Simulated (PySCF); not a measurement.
CH₃FSn, SMILES [F][Sn][CH3] at its PBE0/def2-SVP optimised geometry (Å):

```
6

Sn    -0.4587    -1.3024     0.0000
F      1.5070    -1.3024     0.0000
C     -0.5857     0.8884     0.0000
H     -1.5070     1.2626    -0.4735
H      0.2972     1.3024    -0.5114
H     -0.5686     1.2470     1.0445
```

Level of theory: PBE0/def2-TZVP, def2 effective core potentials past Kr run with PySCF. The core electrons that the potentials of Sn replace are not part of the density.

Map of the deformation density (molecule minus spherical neutral atoms) (e/bohr³) on the plane z = 0.6 Å:

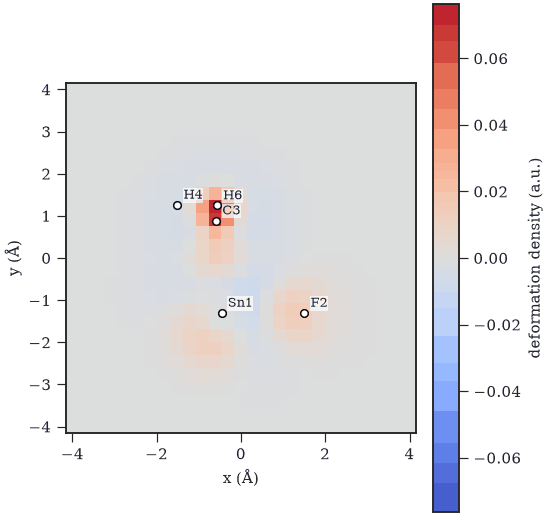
Figure. Deformation density (molecule minus spherical neutral atoms) (e/bohr³) on the plane z = 0.6 Å.
